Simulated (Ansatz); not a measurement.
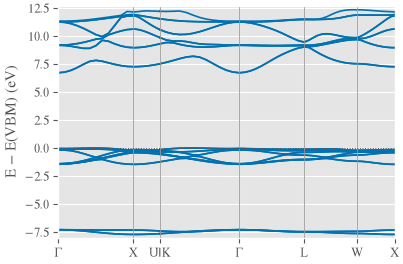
Figure. Band structure from DFT-PBE with spin–orbit coupling in the program Ansatz with PAW potentials

**Question.** Read off the gap and where the band edges lie.

**Answer.** About 6.7 eV (6.72 eV by a search for the band edges); maximum on the K–Γ line, 39 % of the way from K, minimum at Γ.

The material is BaF$_{2}$ (fluorite, space group No. 225).

Space group Fm-3m (fluorite). The cell was relaxed with PBE under the symmetry of its start.

Potentials: the later of the program's two PAW sets.
